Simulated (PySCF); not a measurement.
Input file:

```
{"job": {"kind": "nmr", "xc": "PBE0", "basis": "pcSseg-1"}, "charge": 0, "multiplicity": 1}
C     -0.602052     1.797354     1.059943
C     -0.055666     0.542487     0.456947
C      1.093674     0.534774    -0.208048
C      1.737308    -0.645637    -0.868260
F      3.076172    -0.445627    -0.976788
F      1.598821    -1.797258    -0.152826
C     -0.916098    -0.679711     0.628150
C     -1.385108    -1.272099    -0.673081
O     -1.084409    -0.895321    -1.769237
H     -1.572312     2.025256     0.620151
H     -0.743601     1.665836     2.132279
H      0.062839     2.639701     0.894840
H      1.669724     1.440644    -0.324603
H      1.348444    -0.841678    -1.881870
H     -0.370788    -1.472183     1.149118
H     -1.798149    -0.450809     1.230559
H     -2.065798    -2.133700    -0.528812
```

Command:

```sh
OMP_NUM_THREADS=1 python probes_run.py task.json out
```

Geometry: GFN2-xTB.

Level of theory: PBE0/pcSseg-1, SCF density, gas phase, non-relativistic in PySCF 2.14.0.

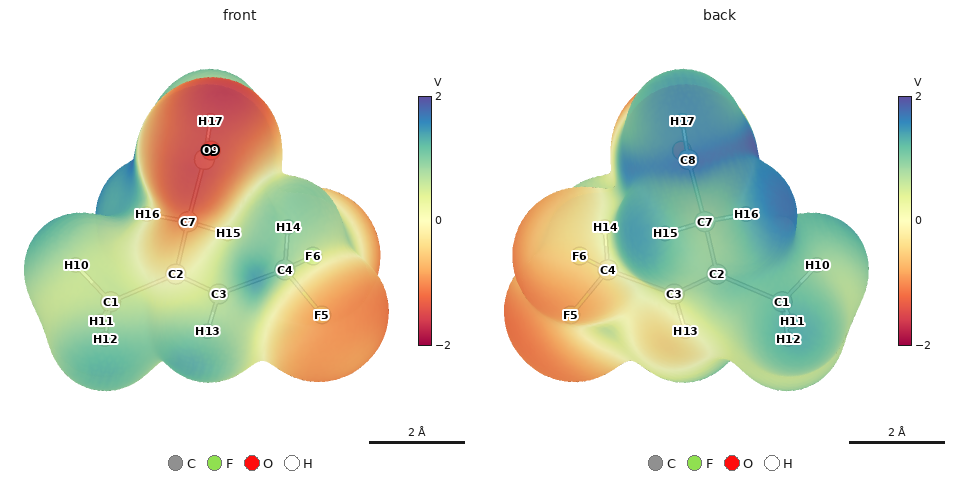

C6H8F2O (SMILES C/C(=C/C(F)F)CC=O). The electrostatic potential painted on the density surface at 0.004 e/bohr³, seen from the front and from behind; the colour scale runs from red (negative) to blue (positive).

Where is the surface potential most negative and most positive?

The most negative region (about −1.6 V, or −37 kcal/mol for a unit charge) lies over O9, the most positive (about +1.8 V, or +42 kcal/mol for a unit charge) over C8 and H16. O9 is the likeliest acceptor of a hydrogen bond.
